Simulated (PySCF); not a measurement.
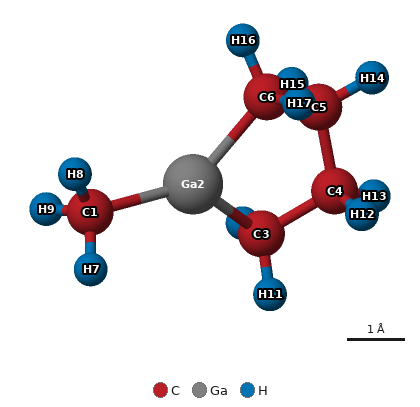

**Figure 1.** The input geometry of run A (ball-and-stick view, seen at a tilt; atoms are numbered from 1 in the order of the input). Sticks mark near contacts. Bond lengths as drawn: C–C 1.53 to 1.54 Å, C–Ga 2.06 to 2.07 Å and C–H 1.09 to 1.10 Å.

## C5H11Ga: a changed input and its effect

System: C5H11Ga, SMILES [CH3][Ga]1[CH2]CC[CH2]1.
Method of run A: TDDFT PBE/pcSseg-1, vertical, gas phase, core orbitals frozen in the response (PySCF 2.14.0).

The geometry comes from this level: GFN2-xTB. Text and figures count atoms from 1; the logs count them from 0 in places.

**The input, run A**
```
{"job": {"kind": "uv", "xc": "PBE", "basis": "pcSseg-1", "nstates": 6, "ntriplets": 0, "tda": false, "scf": {"conv": 1e-11}}, "charge": 0, "multiplicity": 1}
C      3.028011    -0.285666     0.240680
Ga     0.987283    -0.088723     0.083387
C     -0.561825    -1.449921    -0.022834
C     -1.688424    -0.523570    -0.499119
C     -1.624439     0.836653     0.224378
C     -0.283750     1.534980    -0.037211
H      3.417407    -0.930993    -0.551149
H      3.518934     0.687903     0.163395
H      3.304845    -0.732266     1.199490
H     -0.817395    -1.875142     0.954859
H     -0.429046    -2.290385    -0.710282
H     -1.581681    -0.344760    -1.574672
H     -2.671478    -0.972789    -0.330478
H     -2.465906     1.455680    -0.100256
H     -1.735808     0.656127     1.299086
H     -0.115061     2.340549     0.683716
H     -0.288665     1.994352    -1.032900
```

The first line tells a small driver script what to run in PySCF; the rest is the geometry in Å.

Launched with:
```bash
OMP_NUM_THREADS=1 python <driver script> task.json out
```

Hardware: 1 CPU thread, shared host.

**Output (run A)**
```
final grid: 128424 points
cycle   1  E = -2120.9196655310  dE = -2.734e-01  |g| = 1.496e+00  |ddm| = 3.782e+00
cycle   2  E = -2120.3343353817  dE =  5.853e-01  |g| = 2.293e+00  |ddm| = 2.655e+00
cycle   3  E = -2121.1954766193  dE = -8.611e-01  |g| = 2.082e-01  |ddm| = 1.999e+00
cycle   4  E = -2121.2024750919  dE = -6.998e-03  |g| = 1.460e-01  |ddm| = 3.379e-01
cycle   5  E = -2121.2078360635  dE = -5.361e-03  |g| = 2.806e-02  |ddm| = 1.485e-01
cycle   6  E = -2121.2080607085  dE = -2.246e-04  |g| = 5.665e-03  |ddm| = 3.708e-02
cycle   7  E = -2121.2080673822  dE = -6.674e-06  |g| = 1.791e-03  |ddm| = 5.751e-03
cycle   8  E = -2121.2080681329  dE = -7.506e-07  |g| = 3.859e-04  |ddm| = 2.221e-03
cycle   9  E = -2121.2080681711  dE = -3.828e-08  |g| = 7.101e-05  |ddm| = 5.050e-04
cycle  10  E = -2121.2080681721  dE = -9.732e-10  |g| = 3.860e-05  |ddm| = 1.016e-04
cycle  11  E = -2121.2080681725  dE = -3.470e-10  |g| = 8.178e-06  |ddm| = 4.691e-05
cycle  12  E = -2121.2080681725  dE = -7.276e-12  |g| = 4.500e-06  |ddm| = 1.250e-05
cycle  13  E = -2121.2080681725  dE = -1.228e-11  |g| = 1.056e-06  |ddm| = 5.044e-06
cycle  14  E = -2121.2080681725  dE =  7.276e-12  |g| = 3.135e-07  |ddm| = 1.314e-06
converged SCF energy = -2121.2080681725

Static polarisability (au): isotropic 85.725, principal 65.364 81.889 109.921

Singlet excitations
state   eV       nm        f      main configurations
  1   3.9537    313.6   0.00023   H->L 1.00
  2   4.6350    267.5   0.00018   H-1->L 1.00
  3   5.6149    220.8   0.02377   H->L+1 0.94
  4   5.9003    210.1   0.00954   H-2->L 0.96
  5   6.1410    201.9   0.00177   H-3->L 0.99
  6   6.4287    192.9   0.12760   H-1->L+1 0.81, H->L+3 0.12
```

For run B the input was changed thus:
```diff
-"xc": "PBE"
-"basis": "pcSseg-1"
-"nstates": 6
-"ntriplets": 0
+"xc": "LC-wPBE"
+"basis": "aug-cc-pVDZ"
+"nstates": 12
+"ntriplets": 5
-"scf": {"conv": 1e-11}
```

What does this change do to the results?

The total energies belong to different models, so their difference says nothing on which is more stable or more accurate. The HOMO goes from −5.52 to −9.20 eV. The LUMO goes from −1.66 to 0.66 eV. The lowest excitation goes from 3.95 to 4.75 eV. The strongest computed line goes from 6.43 to 6.88 eV. The functional changes from PBE to LC-wPBE. The SCF takes 11 iterations against 14. The basis functions go from 181 to 250.

**Output (run B)**
```
coarse grid: 60512 points
cycle   1  E = -2121.5679500938  dE =  1.084e-01  |g| = 3.610e-01  |ddm| = 9.412e+00
cycle   2  E = -2121.5980784506  dE = -3.013e-02  |g| = 2.165e-01  |ddm| = 2.102e+00
cycle   3  E = -2121.6094180488  dE = -1.134e-02  |g| = 3.798e-02  |ddm| = 7.319e-01
cycle   4  E = -2121.6100653430  dE = -6.473e-04  |g| = 1.184e-02  |ddm| = 2.294e-01
cycle   5  E = -2121.6101066611  dE = -4.132e-05  |g| = 2.629e-03  |ddm| = 4.437e-02
cycle   6  E = -2121.6101107334  dE = -4.072e-06  |g| = 7.896e-04  |ddm| = 1.498e-02
final grid: 128424 points
cycle   7  E = -2121.6099696603  dE = -3.405e-07  |g| = 6.704e-04  |ddm| = 1.011e-02
cycle   8  E = -2121.6099697298  dE = -6.943e-08  |g| = 5.407e-04  |ddm| = 3.252e-03
cycle   9  E = -2121.6099698008  dE = -7.104e-08  |g| = 4.525e-05  |ddm| = 1.472e-03
cycle  10  E = -2121.6099698025  dE = -1.748e-09  |g| = 2.132e-05  |ddm| = 2.656e-04
cycle  11  E = -2121.6099698028  dE = -2.692e-10  |g| = 4.106e-06  |ddm| = 1.289e-04
converged SCF energy = -2121.6099698028

Static polarisability (au): isotropic 87.609, principal 68.840 84.719 109.267

Singlet excitations
state   eV       nm        f      main configurations
  1   4.7480    261.1   0.00012   H->L+4 0.58, H->L+1 0.32
  2   5.5043    225.2   0.00007   H-1->L+4 0.56, H-1->L+1 0.33
  3   6.3608    194.9   0.03423   H->L+3 0.41, H->L 0.26, H->L+5 0.11
  4   6.8798    180.2   0.13600   H->L+2 0.36, H-1->L 0.19, H-1->L+3 0.15
  5   7.1194    174.1   0.00094   H->L+3 0.36, H->L 0.27, H->L+11 0.10
  6   7.1281    173.9   0.01844   H->L+1 0.42, H->L+4 0.22
  7   7.2297    171.5   0.07692   H-1->L 0.30, H->L+2 0.26
  8   7.6142    162.8   0.00280   H->L+9 0.26, H-1->L+2 0.20, H->L+16 0.13
  9   7.7328    160.3   0.01845   H->L+8 0.20, H-1->L+3 0.10, H->L+9 0.10
 10   7.7375    160.2   0.02470   H->L+8 0.19, H->L+7 0.16, H-1->L+3 0.15
 11   7.9126    156.7   0.04168   H->L+5 0.28, H->L 0.24, H-1->L+2 0.12
 12   8.0323    154.4   0.00780   H-2->L+4 0.33, H-2->L+1 0.24

Triplet excitations (Tamm-Dancoff, eV): 4.3806 5.1346 5.8197 6.2317 6.9283
```

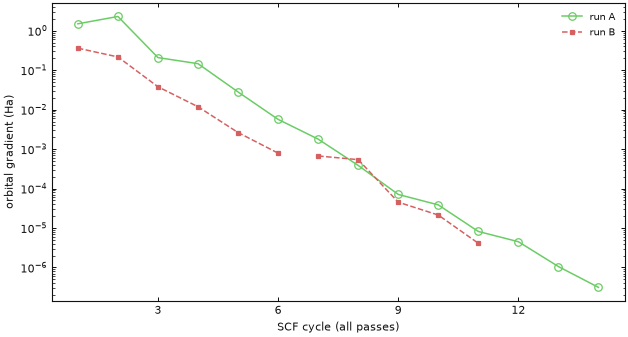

**Figure 2.** Convergence of the two runs: orbital gradient against the SCF cycle. A break in a curve parts two SCF passes (coarse and final grid). Run A takes 14 cycles in all, and run B takes 11.

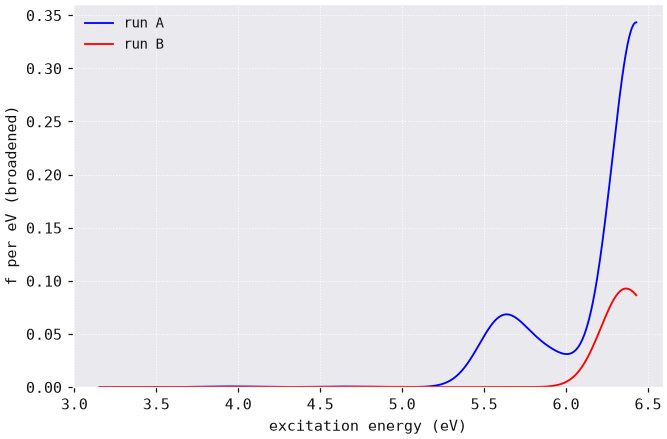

**Figure 3.** Absorption of the two runs from their computed states, each broadened by a Gaussian of 0.35 eV full width; the range ends where the shorter list of states ends.

**The two runs side by side**

| quantity | run A | run B |
| --- | --- | --- |
| outcome | converged | converged |
| total energy (hartree) | −2121.208068 | −2121.609970 |
| HOMO (eV) | −5.52 | −9.20 |
| LUMO (eV) | −1.66 | 0.66 |
| dipole moment (D) | 0.53 | 0.56 |
| lowest excitation (eV) | 3.95 | 4.75 |
| SCF iterations | 14 | 11 |
| strongest computed line (eV) | 6.43 | 6.88 |
| basis functions | 181 | 250 |
| wall time (shared host) | 32 s | 76 s |

For both runs: Spin–orbit coupling is left out, which matters for the heavy atoms.
